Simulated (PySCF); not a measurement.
SMILES C=[CH][Al]([CH]=C)[CH]=C (C6H9Al), singlet at its GFN2-xTB optimised geometry (Å):

```
16

Al    -0.8394     0.0335     0.0000
C      1.1473     0.0335     0.0000
C      1.8517     1.0571     0.4859
H      1.7277    -0.8100    -0.3853
H      2.9352     1.0828     0.5068
H      1.3631     1.9321     0.8929
C     -1.8115    -1.6968    -0.0037
C     -1.1510    -2.8366     0.2065
H     -2.8897    -1.7779    -0.1669
H     -1.6218    -3.8127     0.2196
H     -0.0823    -2.8391     0.3787
C     -1.8829     1.7231     0.0000
C     -1.3869     2.8958    -0.3980
H     -2.9352     1.7221     0.3031
H     -1.9647     3.8127    -0.4225
H     -0.3596     2.9906    -0.7226
```

Computed with PBE0/def2-TZVP run with PySCF. Cells within 0.4 Å of a nucleus heavier than hydrogen are left out (blank, or x).

Map of the electron localisation function on the plane z = 0.0 Å:

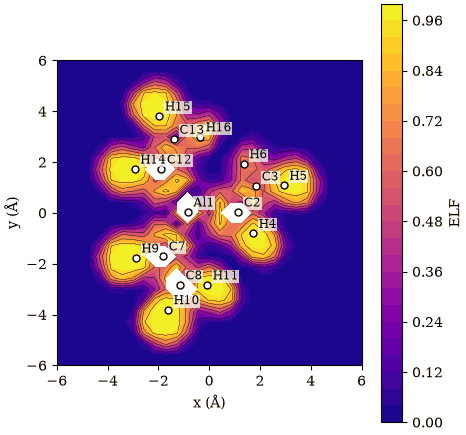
Figure. Electron localisation function on the plane z = 0.0 Å.
